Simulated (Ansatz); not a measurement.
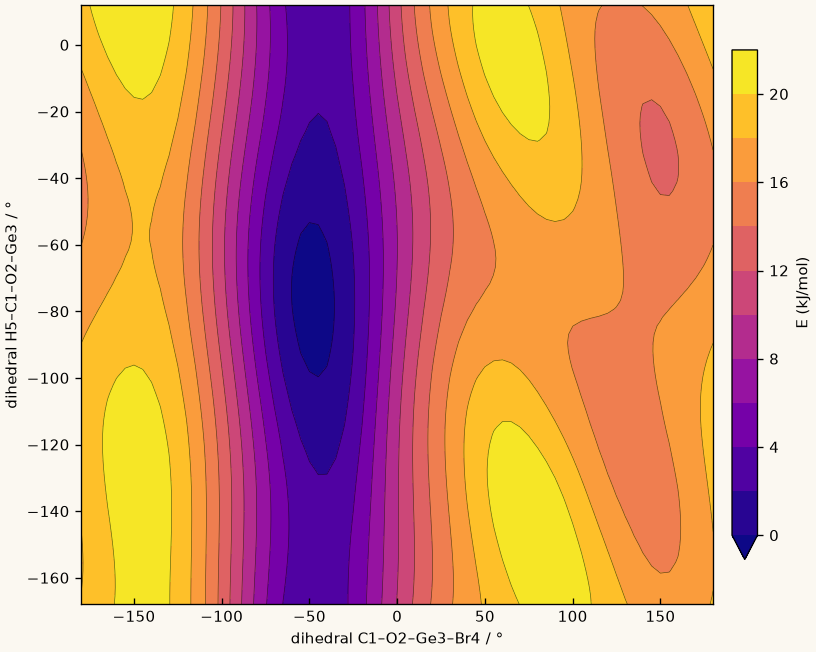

Energy landscape of CH₄BrGeO, SMILES C[O][GeH][Br], spin multiplicity 2. 
- The first coordinate is: dihedral C1–O2–Ge3–Br4; the second: dihedral H5–C1–O2–Ge3.
- Nothing is relaxed (all other coordinates rigid).
- The scan uses a 12 × 11 grid.
- Energies: kJ/mol, counted from the lowest grid point.
- Theory: UKS PBE0-D4/def2-SVP in Ansatz.

Drawn: filled contours. Between grid points the surface is interpolated. 

### Where are the wells?

The lowest grid point is at dihedral C1–O2–Ge3–Br4 = −60°, dihedral H5–C1–O2–Ge3 = −78°. The bottom of the well lies between grid points, at about dihedral C1–O2–Ge3–Br4 = −50°, dihedral H5–C1–O2–Ge3 = −75°, about 0.79 kJ/mol lower on the interpolated surface. The energy also falls towards the edge at dihedral C1–O2–Ge3–Br4 = −60°, dihedral H5–C1–O2–Ge3 = −168° (3.2 kJ/mol above the lowest), where a further well may lie outside the range. There are further wells near dihedral C1–O2–Ge3–Br4 = 150°, dihedral H5–C1–O2–Ge3 = −24° (13.8 kJ/mol above the lowest at that grid point); dihedral C1–O2–Ge3–Br4 = 150°, dihedral H5–C1–O2–Ge3 = −132° (15.3 kJ/mol above the lowest at that grid point). The highest grid point, dihedral C1–O2–Ge3–Br4 = −150°, dihedral H5–C1–O2–Ge3 = 12°, lies 21.6 kJ/mol above the lowest. On the interpolated surface the easiest way out of the lowest well to the well at about dihedral C1–O2–Ge3–Br4 = 135°, dihedral H5–C1–O2–Ge3 = −120° passes a barrier of about 17 kJ/mol, counted from the interpolated bottom of the well.

The input of one point:

```yaml
crystal:
  periodic: [false, false, false]
  atoms:
    - { symbol: C, position_ang: [0.534954, 1.027354, -0.385344] }
    - { symbol: O, position_ang: [0.72827, -0.198953, 0.268066] }
    - { symbol: Ge, position_ang: [-0.329129, -1.613602, 0.09085] }
    - { symbol: Br, position_ang: [-2.473015, -0.999333, 0.788824] }
    - { symbol: H, position_ang: [0.86301, 0.985356, -1.439251] }
    - { symbol: H, position_ang: [-0.519714, 1.354094, -0.359857] }
    - { symbol: H, position_ang: [1.144277, 1.786526, 0.129143] }
    - { symbol: H, position_ang: [0.255224, -2.621091, 1.124682] }
magnetization:
  spin_polarized: true
  initial_magnetization: 1
basis:
  gaussian: { orbitals: def2-SVP }
hamiltonian:
  xc: pbe0
  dispersion: d4
output:
  forces: true
```

The whole map (132 points run) took 47 min on 1 thread of Arm Neoverse N1 (shared host).
